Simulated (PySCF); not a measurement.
# C7H8O2: the cost of one run

Programs: PySCF 2.14.0, with routines of our own; each step states its level. All values are computed. Atoms count from 0.

## Step 1: The starting structure

17 atoms, charge 0, multiplicity 1; geometry from: GFN2-xTB.

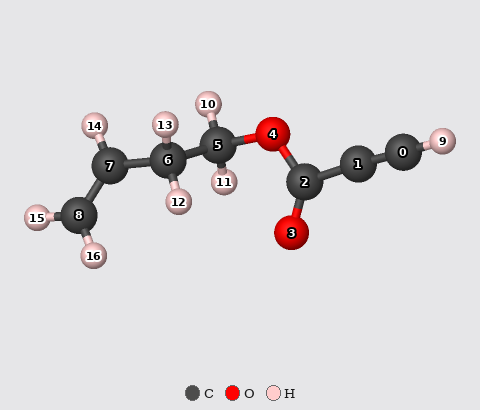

The starting geometry (carbon dark grey, oxygen red, hydrogen pink).

## Step 2: Magnetic properties: GIAO BHandHLYP/pcSseg-1

The job: settings as JSON, then the geometry in Å.

```
{"job": {"kind": "mag", "xc": "BHandHLYP", "basis": "pcSseg-1", "isotopologues": 0}, "charge": 0, "multiplicity": 1}
C      4.393773     0.285529     1.112498
C      3.232931     0.047568     0.927493
C      1.825223    -0.248046     0.788327
O      1.121517    -0.612093     1.693916
O      1.430241    -0.067781    -0.475634
C      0.053887    -0.306082    -0.755872
C     -0.811519     0.904586    -0.393127
C     -2.228057     0.679533    -0.817100
C     -3.246947     0.604413     0.017036
H      5.412517     0.496742     1.258513
H      0.010529    -0.510725    -1.827871
H     -0.285025    -1.183940    -0.194842
H     -0.761986     1.068741     0.684667
H     -0.406669     1.784945    -0.900842
H     -2.379358     0.567820    -1.883031
H     -4.254263     0.440784    -0.325011
H     -3.113792     0.709498     1.080970
```

Method: GIAO BHandHLYP/pcSseg-1 magnetisability, rotational g tensor and spin-rotation constants, non-relativistic, gas phase.

Command:

```sh
> OMP_NUM_THREADS=1 python excited_run.py task.json out
```

This one command runs all jobs of the session in turn.

**Question.** How long does this first job take on 1 thread of Arm Neoverse N1, shared host, and how much memory does it need?

About 67 s, with a peak of 0.9 GiB.
